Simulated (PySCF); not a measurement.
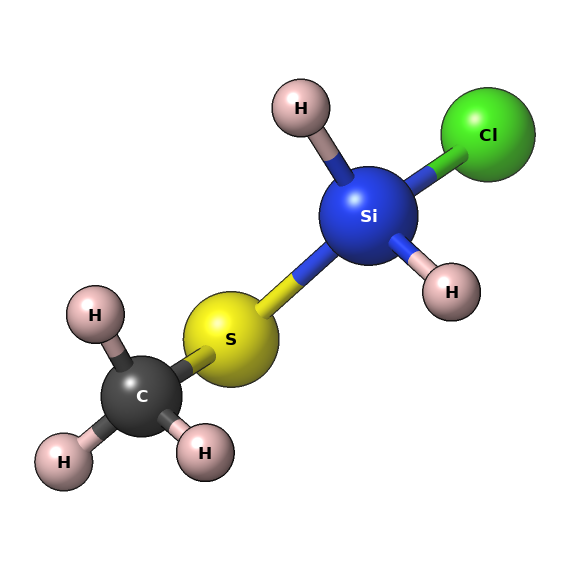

Every bond is drawn as one stick, whatever its order.

Computed geometry: PBE0-D3(BJ)/def2-SVP optimisation. No frequency run is at hand to confirm it as a minimum.

What does the picture show?

Formula CH5ClSSi. SMILES: `CS[SiH2]Cl`. It has no ring. Among its groups: Si–H bond. Coordination: 1 C tetrahedral; 1 S bent; 1 Si tetrahedral.

The parts below concern this one geometry. Atoms keep their numbers from picture to picture.

**Shape**

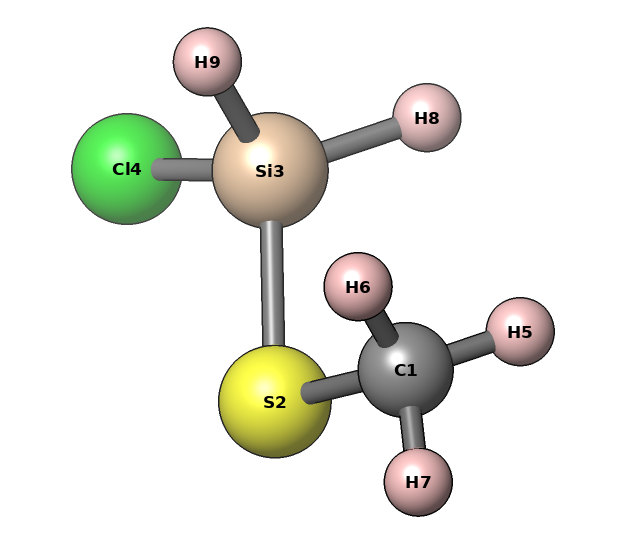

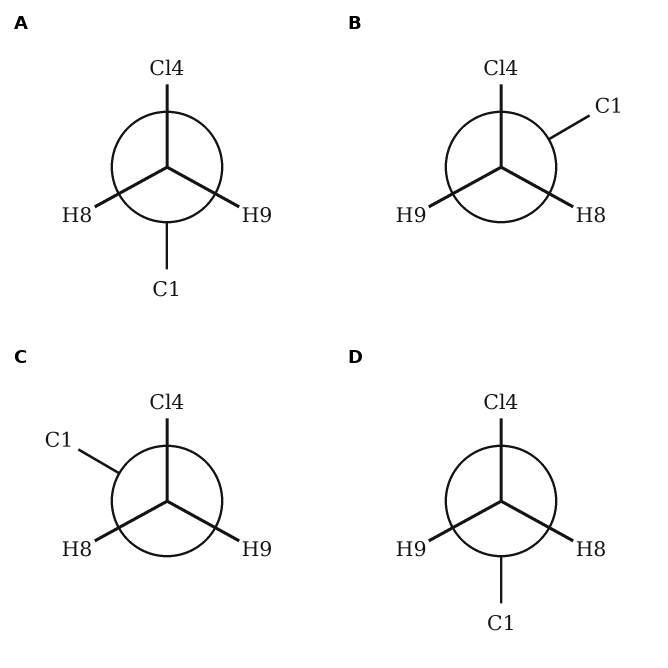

Atoms fade into the background with distance from the viewer. Bonds that would overlap in a projection are set slightly apart. No frequency run is at hand to confirm it as a minimum.

Question: Which Newman projection shows the view along Si3–S2, with Si3 in front?

Answer: D. The torsion angle Cl4–Si3–S2–C1 is 180°, antiperiplanar (anti).

**Dipole moment**

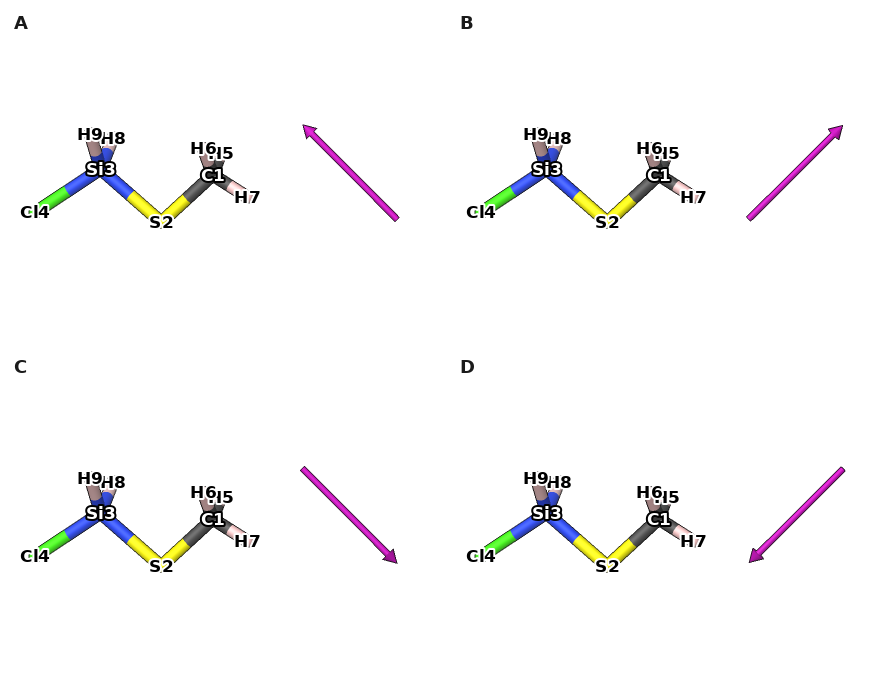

The same molecule four times, each with an arrow. No frequency run is at hand to confirm it as a minimum. Method: PBE0/def2-SVP, gas phase (PySCF 2.14.0).

Question: Which arrow points along the dipole moment, from the negative to the positive end?

Answer: B. The dipole moment is 2.68 D; it points from the side of Cl4 to the side of H5, H6 (the outermost atoms at the two ends).

**Polarisability**

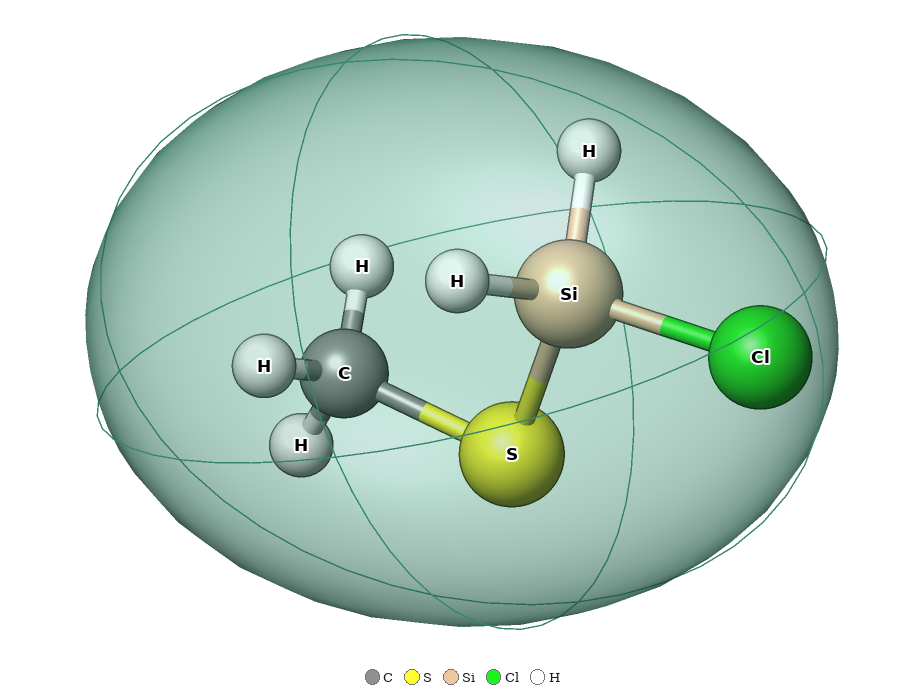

The ellipsoid shows the static dipole polarisability: its half-axes are proportional to the principal values. No frequency run is at hand to confirm it as a minimum. Computed with PBE0/6-31G* (PySCF 2.14.0).

Question: Give the principal values, the mean and the anisotropy.

Answer: Principal values 43.4, 54.2, 76.1 bohr³; mean 57.9 bohr³ (8.58 Å³); anisotropy 28.8 bohr³, so the longest axis is 1.75 times the shortest.

**Excitation**

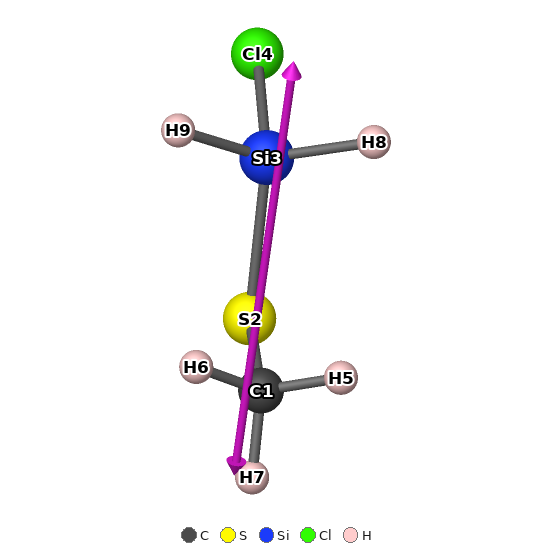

The double arrow shows the direction of the transition dipole to excited singlet state 8 (its length means nothing). No frequency run is at hand to confirm it as a minimum. Properties computed with TDDFT LDA/def2-SVPD, vertical, gas phase, core orbitals frozen in the response (PySCF 2.14.0).

Question: Give its energy, strength and character.

Answer: 6.74 eV (184 nm), oscillator strength 0.019, mainly HOMO → LUMO+4 (weight 0.77); transition dipole 0.86 D.
